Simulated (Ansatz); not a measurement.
# B2PLYP/def2-TZVPP run of SiH3F (SMILES F[SiH3])

Aim: the energy change on altering one bond length of SiH3F at B2PLYP/def2-TZVPP, from 2 runs. 

The calculation is run with Ansatz 0.2.0.

52 further runs of the same task are left out: 1 that didn't finish, 51 set aside as unsound or not needed.

### Step 1. The structure to begin with

SiH3F has 5 atoms, charge 0, and is taken as a singlet. SMILES: `F[SiH3]`. The coordinates come from a PBE0-D4/def2-TZVP relaxation.

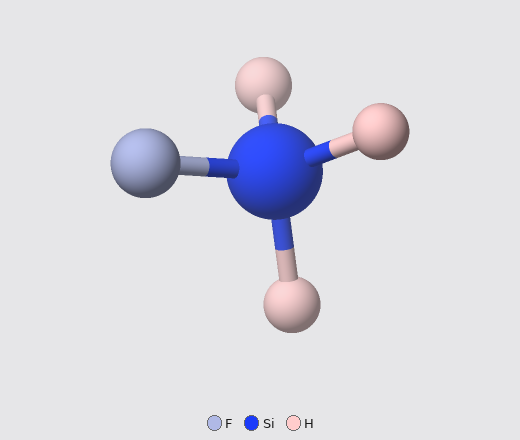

Viewed from a chosen angle; fluorine light blue, silicon blue, hydrogen pink.

### Step 2. A single-point energy at B2PLYP/def2-TZVPP

The input, in.yaml:

```yaml
crystal:
  periodic: [false, false, false]
  atoms:
    - {symbol: F, position_ang: [-1.274600, 0.162800, 0.858000]}
    - {symbol: Si, position_ang: [0.043300, -0.019300, -0.030700]}
    - {symbol: H, position_ang: [-0.367800, -0.192600, -1.443700]}
    - {symbol: H, position_ang: [0.768600, -1.217900, 0.451600]}
    - {symbol: H, position_ang: [0.880500, 1.193400, 0.123400]}
basis:
  gaussian: {orbitals: def2-TZVPP}
hamiltonian: {xc: {name: B2PLYP}}
correlation: {frozen_orbitals: {F: 1, H: 0, Si: 5}}
accuracy: high
output: {orbitals: {seedname: orbitals}}
```

Run with:

```bash
ansatz run in.yaml --threads 1 --pin off --max-ram 3480MiB --events-out events.jsonl --progress --plain --runs-dir runs
```

Standard output:

```text
Warning: RAYON_NUM_THREADS=1 ignored (pool sized by the plan → 1); use --threads N
Functional definition: B2PLYP
  name "B2PLYP"
  parameter a = 0.53
  parameter c = 0.27
  exchange = (1 - a)*b88_x + a*exact_x
  correlation = (1 - c)*lyp_c + c*(mp2_os + mp2_ss)
1908 factors; integrals over basis functions are off by at most 3.3e-9 eV
mean field evaluation 1: about -10637.0309 eV, gradient 2.8e1 eV
mean field evaluation 2: about -10637.0297 eV, gradient 2.9e1 eV
mean field evaluation 4: about -10638.1762 eV, gradient 9.2e-1 eV
mean field evaluation 8: about -10638.1785 eV, gradient 5.1e-3 eV
mean field evaluation 16: about -10638.1785 eV, gradient 4.8e-7 eV
mean field -10638.17846390 eV, -390.9458477321 hartree, gradient 1.9e-8 eV, S^2 0.000000; 0 other end points of the search recorded, 0 dependent functions left out
6 core orbitals not correlated: weight in the atoms' cores, before any rotation towards them, 1.000 or more for the frozen orbitals, at most 0.000 for the correlated occupied ones
reference -10638.17848654 eV, -390.9458485638 hartree; 7, 7 occupied and 102, 102 virtual orbitals, 1908 factors
second order -12.40015739 eV of doubles, -0.00000000 eV of singles
Total energy: -10641.52652903 eV, -391.0688868561 hartree
```

Wall time 4.5 s (1 thread of Intel Xeon 6975P-C (Granite Rapids), shared host); peak memory 0.3 GiB.

### Step 3. The distorted shape at the same level

The input, molecule.yaml:

```yaml
basis:
  gaussian: {orbitals: def2-TZVPP}
crystal:
  periodic: [false, false, false]
  atoms:
    - {symbol: F, position_ang: [-0.781271, 0.370764, 2.553632]}
    - {symbol: Si, position_ang: [0.536629, 0.188664, 1.664932]}
    - {symbol: H, position_ang: [-0.367800, -0.192600, -1.443700]}
    - {symbol: H, position_ang: [1.261929, -1.009936, 2.147232]}
    - {symbol: H, position_ang: [1.373829, 1.401364, 1.819032]}
hamiltonian: {xc: {name: B2PLYP}}
correlation: {frozen_orbitals: {F: 1, H: 0, Si: 5}}
accuracy: high
output: {orbitals: {seedname: orbitals}}
```

Run with:

```bash
ansatz run molecule.yaml --threads 1 --pin off --max-ram 3480MiB --events-out events.jsonl --progress --plain --runs-dir runs
```

Standard output, shortened:

```text
Warning: RAYON_NUM_THREADS=1 ignored (pool sized by the plan → 1); use --threads N
Functional definition: B2PLYP
  name "B2PLYP"
[...]
1820 factors; integrals over basis functions are off by at most 3.5e-9 eV
[...]
mean field -10633.18380299 eV, -390.7622973290 hartree, gradient 3.9e-8 eV, S^2 0.000000; 0 other end points of the search recorded, 0 dependent functions left out; unrestricted orbitals would lower it
6 core orbitals not correlated: weight in the atoms' cores, before any rotation towards them, 1.000 or more for the frozen orbitals, at most 0.000 for the correlated occupied ones
reference -10633.18382807 eV, -390.7622982507 hartree; 7, 7 occupied and 102, 102 virtual orbitals, 1820 factors
second order -13.79104149 eV of doubles, -0.00000000 eV of singles
Total energy: -10636.90740927 eV, -390.8991373359 hartree
```

Wall time 3.9 s (1 thread of Intel Xeon 6975P-C (Granite Rapids), shared host); peak memory 0.28 GiB.

### Step 4. Summary of results

Level: B2PLYP/def2-TZVPP, 6 core orbitals frozen.

| quantity | value |
| --- | --- |
| first shape: total energy | -391.06889 Eh |
| first shape: HOMO energy (SCF part's orbitals) | -11.15 eV |
| first shape: LUMO energy (SCF part's orbitals) | 1.00 eV |
| first shape: HOMO–LUMO gap (SCF part's orbitals) | 12.15 eV |
| distorted shape: total energy | -390.89914 Eh |
| distorted shape: HOMO energy (SCF part's orbitals) | -7.32 eV |
| distorted shape: LUMO energy (SCF part's orbitals) | -2.90 eV |
| distorted shape: HOMO–LUMO gap (SCF part's orbitals) | 4.41 eV |
| energy change with the Si2–H3 bond stretched from 1.482 to 3.260 Å | 4.619 eV |

In words: With the Si2–H3 bond stretched from 1.482 to 3.260 Å the energy rises by 4.62 eV (446 kJ/mol). The first shape isn't relaxed at this level, so the change isn't measured from a minimum. A restricted reference can't describe the breaking bond well at this length. The restricted solution (distorted shape) is unstable to spin breaking: an unrestricted one lies lower.
